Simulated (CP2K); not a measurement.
Band structure of LaB₆ (Pm-3m, 7 atoms in the cell).

```
LaB6
1.0
    4.18625     0.00000     0.00000
    0.00000     4.18625     0.00000
    0.00000     0.00000     4.18625
La B
1 6
Direct
  0.00000   0.00000   0.00000
  0.80012   0.50000   0.50000
  0.19988   0.50000   0.50000
  0.50000   0.80012   0.50000
  0.50000   0.19988   0.50000
  0.50000   0.50000   0.80012
  0.50000   0.50000   0.19988
```

Computed with CP2K with PBE, GPW, DZVP-MOLOPT-SR-GTH basis, GTH-PBE potentials (GTH_POTENTIALS).

Settings: CUTOFF = 500 Ry; REL_CUTOFF = 60 Ry; SMEAR/METHOD = GAUSSIAN; SIGMA = 0.136 eV; KPOINTS/SCHEME = MONKHORST-PACK 7 7 7; XC_FUNCTIONAL = PBE; La/BASIS_SET = DZVP-MOLOPT-SR-GTH-q11; La/POTENTIAL = GTH-PBE-q11; B/BASIS_SET = DZVP-MOLOPT-SR-GTH-q3; B/POTENTIAL = GTH-PBE-q3; METHOD = GPW; EPS_DEFAULT = 1e-10; EXTRAPOLATION = USE_GUESS; NGRIDS = 5.

The starting cell comes from a database of computed structures (which also holds hypothetical and non-ambient phases and stackings), without a prior relaxation at this level. Its lattice was rescaled by a random factor within 2.5 % of one. Values carry the incompleteness of an atom-centred basis.

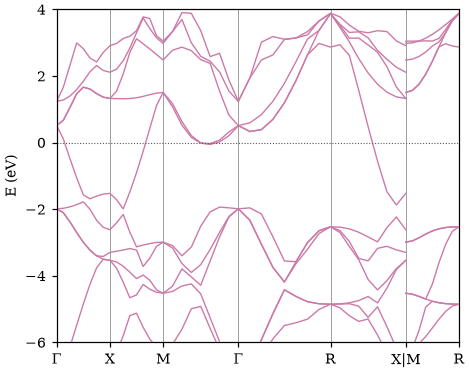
Figure. Bands along the path, energies from the Fermi level.

Levels in eV from the Fermi level, bands 11 to 16:
| point | 11 | 12 | 13 | 14 | 15 | 16 |
|---|---|---|---|---|---|---|
| Γ | -7.03 | -1.99 | -1.99 | -1.99 | 0.51 | 0.51 |
| X | -3.53 | -3.53 | -3.30 | -2.62 | -1.52 | 1.33 |
| M | -4.52 | -4.52 | -2.99 | -2.99 | 1.51 | 1.51 |
| R | -4.85 | -2.53 | -2.53 | -2.53 | 2.87 | 3.87 |

Bands cross the Fermi level along this path, so the cell is metallic at this level.

Higher empty bands are left out: an atom-centred basis made for the valence describes them poorly.
